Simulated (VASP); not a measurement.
Band structure of GaP (zinc blende). Calculation: r2SCAN+rVV10, VASP's PBE PAW potentials (set 64) (plane waves; VASP).

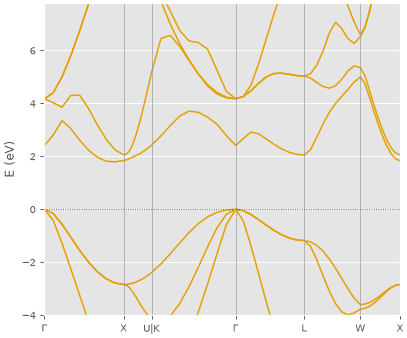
Fig. 1. Bands along high-symmetry lines, zero at the valence-band maximum or, without a gap, the Fermi level

Task: Read the plot: is there a gap, and where are the band edges?

Result: The gap is indirect, 1.79 eV, from the valence maximum at Γ to the conduction minimum at Γ-X at 0.89.

Measured: gap 2.43 eV (computed value off by -0.64 eV), as given by Wei Chen et al., Physical Review Materials (2018), doi:10.1103/physrevmaterials.2.073803 [zero-point renormalisation of 0.08 eV added back (the table's ZPR column)].

The compound is GaP in the zinc blende structure. It was relaxed first.
